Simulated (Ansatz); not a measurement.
System: Mg3Zn2O3.

Input

```
crystal:
  lattice:
    - [2.9695491995, 0.0, 0.0]
    - [0.0, 2.9695491995, 0.0]
    - [0.0, 0.0, 20.9047896624]
  atoms:
    - { symbol: Mg, position: [0.0, 0.5, 0.9486511095] }
    - { symbol: Mg, position: [0.0, 0.5, 0.1539073427] }
    - { symbol: Mg, position: [0.0, 0.5, 0.7423437625] }
    - { symbol: Mg, position: [0.5, 0.0, 0.8460926573] }
    - { symbol: Mg, position: [0.5, 0.0, 0.0513488905] }
    - { symbol: Mg, position: [0.5, 0.0, 0.2576562375] }
    - { symbol: Zn, position: [0.0, 0.5, 0.3776101301] }
    - { symbol: Zn, position: [0.5, 0.0, 0.6223898699] }
    - { symbol: Zn, position: [0.0, 0.5, 0.5429278463] }
    - { symbol: Zn, position: [0.5, 0.0, 0.4570721537] }
    - { symbol: O, position: [0.0, 0.5, 0.8458561669] }
    - { symbol: O, position: [0.0, 0.5, 0.2569439912] }
    - { symbol: O, position: [0.0, 0.5, 0.0513141839] }
    - { symbol: O, position: [0.5, 0.0, 0.9486858161] }
    - { symbol: O, position: [0.5, 0.0, 0.1541438331] }
    - { symbol: O, position: [0.5, 0.0, 0.7430560088] }
basis:
  ecutwfc: 420
kpoints:
  mp_grid: { grid: [10, 10, 2] }
  band_path:
    path:
      - [[0.0, 0.0, 0.0], [0.0, 0.5, 0.0], [0.5, 0.5, 0.0], [0.0, 0.0, 0.0], [0.0, 0.0, 0.5], [0.0, 0.5, 0.5], [0.5, 0.5, 0.5], [0.0, 0.0, 0.5]]
      - [[0.0, 0.5, 0.0], [0.0, 0.5, 0.5]]
      - [[0.5, 0.5, 0.0], [0.5, 0.5, 0.5]]
    npoints: 10
hamiltonian:
  xc: pbe
scf:
  occupations: { method: gaussian, width: 0.1 }
  n_extra_bands: 40
output:
  forces: true
  stress: true
  eigenvalues: true
  populations: true
  dos: { projected: true, de: 0.02, nscf_kmesh: { grid: [12, 12, 3] } }
  bader: false
  write_density: true
  write_potential: true
  elf: true
  volumetric_format: npy
```

Launched as:

```sh
ansatz run input.yaml --threads 1 --pin off --max-ram 2560MiB --backend cpu --events-out ev --progress --plain --runs-dir out
```

Below, planes, directions and counts refer to the conventional cell (a = 2.97 Å, b = 2.97 Å, c = 20.90 Å, α = 90.00°, β = 90.00°, γ = 90.00°).

Space group P4/nmm; a generated structure, not necessarily the stable one.

Method: Ansatz, DFT PBE, scalar-relativistic, plane waves, PAW.

What can the converged valence pseudo-density and electron localisation function tell about the bonding?

Mg–O (2.10 Å): ρ is about 0.34 e/Å³ halfway; the ELF peaks at about 0.85 in the valence shell of O, 0.6 Å from its nucleus, and is about 0.35 at the midpoint.
Zn–O (2.52 Å): ρ at the midpoint is about 0.21 e/Å³; the ELF is about 0.10 at the midpoint: no shared electron pair shows on this line.
Mg–O (2.14 Å): ρ is about 0.31 e/Å³ halfway; the ELF peaks at about 0.80 in the valence shell of O, 0.7 Å from its nucleus, and is about 0.35 at the midpoint.

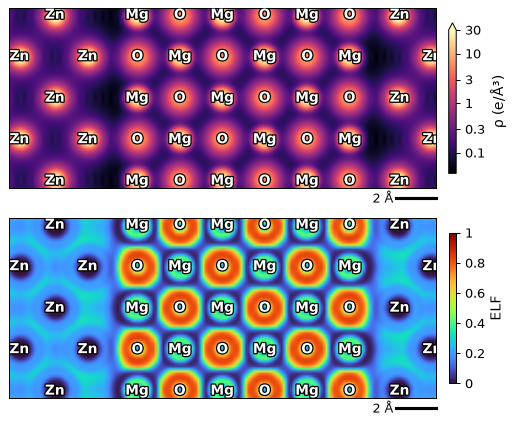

Computed valence pseudo-density and electron localisation function on the (11̄0) plane of the conventional cell, in this order. 

Core electrons are frozen (PAW), and the valence fields are smoothed inside the atomic spheres.
